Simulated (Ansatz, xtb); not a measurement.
Breaking the B1–Br3 bond in BBr2H (SMILES BrBBr) (multiplicity 1 held, fragments rigid). Energies count from the point at 1.902 Å.
Geometry at that point (charge 0, multiplicity 1):
```xyz
4

B     -0.6232    -0.3810    -0.4127
H     -1.4997    -0.9168    -0.9933
Br    -0.3283     1.4775    -0.6876
Br     0.4602    -1.3969     0.7750
```

Restricted levels (R-, RO-) in cc, def2 and unpolarised 6-31G sets keep to the state of the molecule at rest. U- levels take the lowest unrestricted solution at each point, which mixes spins at long bonds. Active spaces are followed from a long bond inwards. Left out are points that failed, MP2 points in a non-variational dive below the minimum, coupled-cluster points behind a sign of a changed root (a jump of the amplitudes, or a one-step jump against full CI or MRCI), small-basis points behind a change of solution, and semi-empirical points at long bonds. Levels need not reach the same state.

Correlated levels freeze the cores. Filled d and f shells under p-block atoms count as core.

Programs: Ansatz (a quantum-chemistry and plane-wave program); xtb for the GFN methods. Values without a source in brackets are computed. The GFN methods have no spin term and hold the electronic entropy of 300 K.

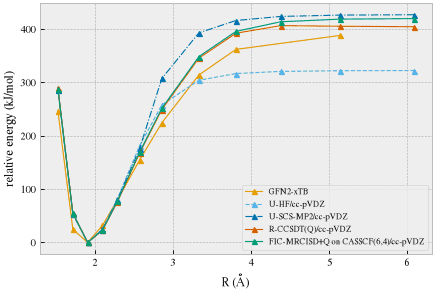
*Relative energy along the coordinate*

Q: Read off the GFN2-xTB curve at R = 1.521.

A: about 250 kJ/mol

Doubts at one or more of the structures used: a spin-contaminated determinant (U-HF/cc-pVDZ, U-SCS-MP2/cc-pVDZ); a restricted determinant that unrestricted orbitals would lower (R-CCSDT(Q)/cc-pVDZ); other coupled-cluster roots lie near (R-CCSDT(Q)/cc-pVDZ); T1 above 0.05 (R-CCSDT(Q)/cc-pVDZ); active orbitals that take no part (FIC-MRCISD+Q on CASSCF(6,4)/cc-pVDZ).
